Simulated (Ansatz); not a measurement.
System: F$_{3}$H$_{3}$O$_{3}$W (SMILES [OH][W]([OH])([OH])([F])([F])[F]).

```xyz
10

F    -1.3401    0.7389    1.4819
F     0.2792    1.9633   -0.0566
F    -1.7690    0.8021   -1.0280
O    -1.1205   -1.4864   -0.2269
O     0.8711   -0.4334    1.2943
O     0.8810   -0.0699   -1.3995
W    -0.3222    0.1823    0.0015
H    -1.8851   -1.7237   -0.7648
H     0.7689   -0.4512    2.2532
H     1.5164    0.5530   -1.7716
```

Geometry: PBE0-D4/def2-SVP; core potentials replace the inner electrons of W.

Method: Ansatz, isolated molecule in a Gaussian basis; Kohn-Sham density functional theory, functional PBE0.

What will maps of the electron density and electron localisation function show?

Answer. W–O (1.86 Å): the density is about 1.2 e/Å³ at the midpoint; the ELF peaks at about 0.85 in the valence shell of O, 0.5 Å from its nucleus, and drops to about 0.25 between the two atoms.
W–F (1.88 Å): ρ at the midpoint is about 1 e/Å³; the ELF peaks at about 0.80 in the valence shell of F, 0.5 Å from its nucleus, and drops to about 0.25 between the two atoms.
O–H (0.96 Å): ρ is about 3.7 e/Å³ halfway; the ELF climbs to about 1 towards the hydrogen, as it does in any bond to H; an ordinary covalent bond to hydrogen.

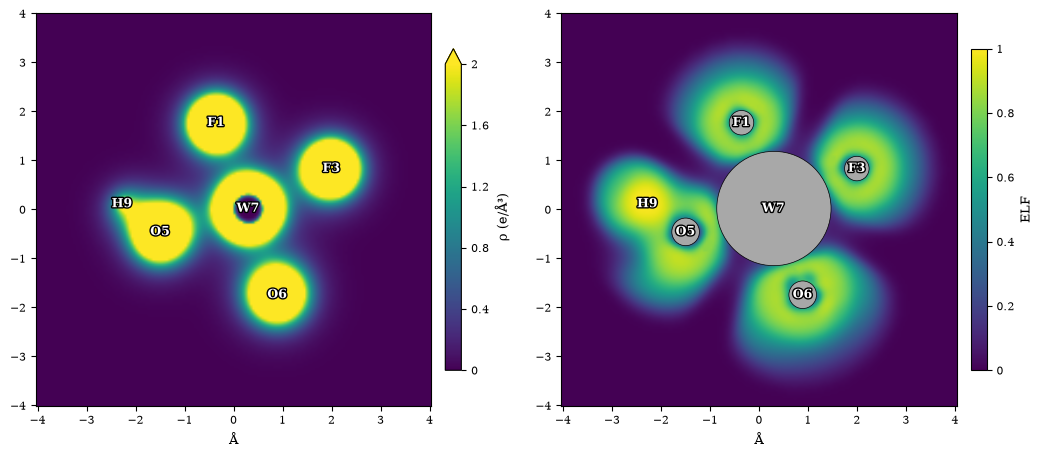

Computed electron density and electron localisation function on the plane of atoms W7, O5 and H9, in this order. Grey discs cover the atomic cores in the ELF map. 
